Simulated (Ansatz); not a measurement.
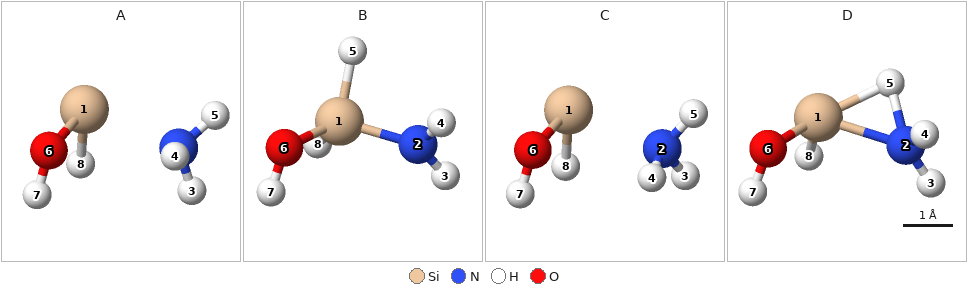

4 geometries from a converged minimum-energy path of SiNH5O, shuffled. A ball-and-stick model, seen at a tilt.

All numbers below come from RKS revPBE-D4/def2-SVP (Ansatz 0.2.0). Run with 5 movable images; climbing image; force threshold 0.05 eV/Å; iteration limit 60; starting path through a guess of the saddle point.

**Which of them lies highest in energy?**

D. In order along the path, whose images run from 0 to 6: B (image 1, +23.8 kJ/mol), D (image 3, +270.6 kJ/mol), A (image 5, +139.4 kJ/mol), C (image 6, +138.7 kJ/mol). A hydrogen atom shifts from one atom to another. Breaking: Si1–H5 (1.50 → 1.66 at the top → 2.74 Å). Forming: N2–H5 (2.63 → 1.39 at the top → 1.03 Å).

The run took 110 s on 1 thread of Intel(R) Xeon(R) Platinum 8488C (Sapphire Rapids), on a shared host, peak memory 0.14 GiB.
